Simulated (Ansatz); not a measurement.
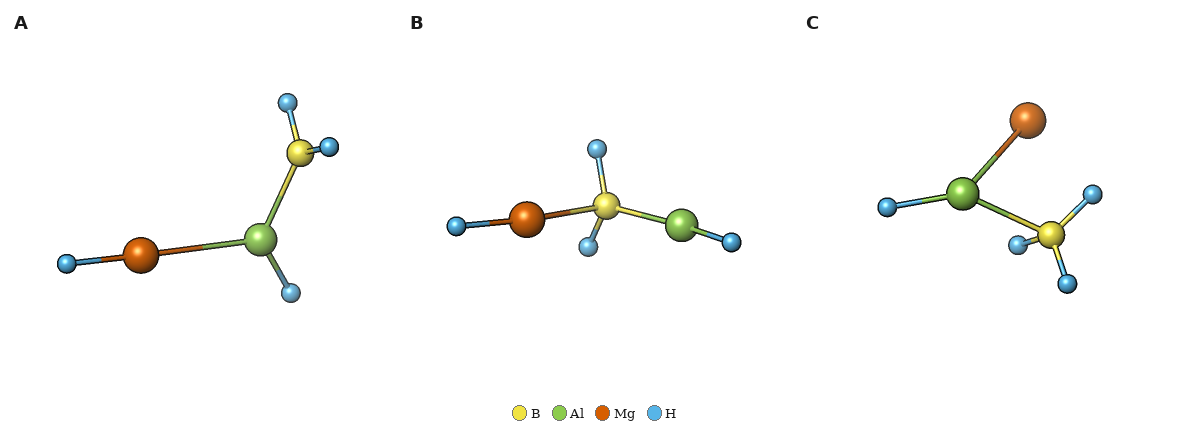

3 stationary structures of one formula. Geometries: PBE-D4/def2-SVP. Electronic energies: PBE-D4/def2-SVP (Ansatz 0.2.0), without zero-point energy. No frequency run is at hand to confirm each as a minimum. Each is one conformer, not always the lowest.

> Rank them by energy, lowest first.

C is lowest (C1); B lies 9.4 kcal/mol above it, A lies 22.8 kcal/mol above it (Cs).
